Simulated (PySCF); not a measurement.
Input file:

```
{"job": {"kind": "nmr", "xc": "PBE0", "basis": "pcSseg-1"}, "charge": 0, "multiplicity": 1}
O     -2.265882    -1.085593    -0.188117
Si    -1.562651    -0.267727     1.017713
C      0.013364     0.644598     0.452868
C      0.079012     1.961758     0.369337
F     -0.966633     2.761783     0.647577
C      1.249791    -0.142213     0.108430
C      1.181352    -0.755458    -1.287669
F      0.306079    -1.819427    -1.321221
H     -1.780841    -1.700497    -0.735858
H     -1.104415    -1.167964     2.083391
H     -2.599374     0.667543     1.406769
H      0.947541     2.546786     0.086385
H      2.131775     0.502230     0.135781
H      1.386354    -0.949466     0.830366
H      0.822187    -0.033382    -2.026997
H      2.154742    -1.154025    -1.590163
```

Command:

```sh
OMP_NUM_THREADS=1 python probes_run.py task.json out
```

Geometry: GFN2-xTB.

Computed with PBE0/pcSseg-1, SCF density, gas phase, non-relativistic in PySCF 2.14.0.

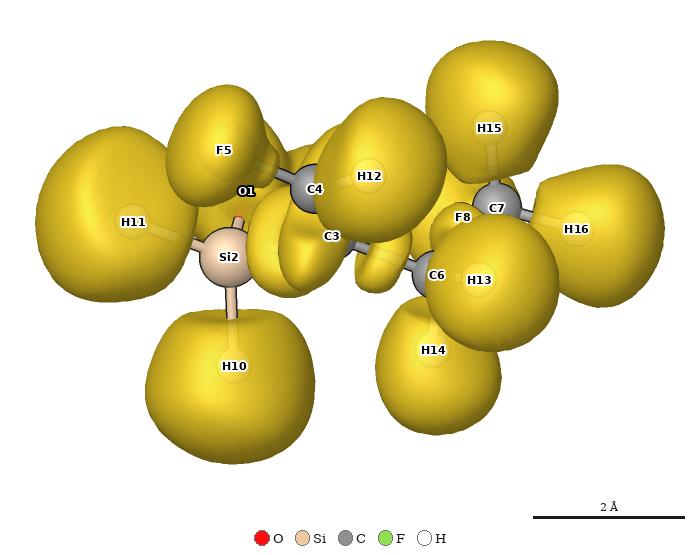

C$_{4}$H$_{8}$F$_{2}$OSi (SMILES O[SiH2]/C(=C\F)CCF). Isosurface of the electron localisation function at 0.75 (yellow), seen from one side. Only the valence region is drawn (cores and ρ < 0.01 e/Å³ removed).

### Where are the electrons localised?

At this value the surface marks out three regions between bonded C–C atoms (shared pairs), one region between bonded C–Si atoms (shared pairs), seven regions around hydrogen nuclei, two regions on F in which the atom's valence shell and bonds are merged and one joined region spread over several atoms (H, O), in which their bonds and any lone pairs are merged. Along the contacts the grid gives the following. C–C (1.32 Å): the ELF peaks at about 0.95 between the atoms: a multiple bond. C–F (1.35 Å): the ELF peaks at about 0.85 between the atoms, as expected for a shared but strongly polarised pair.
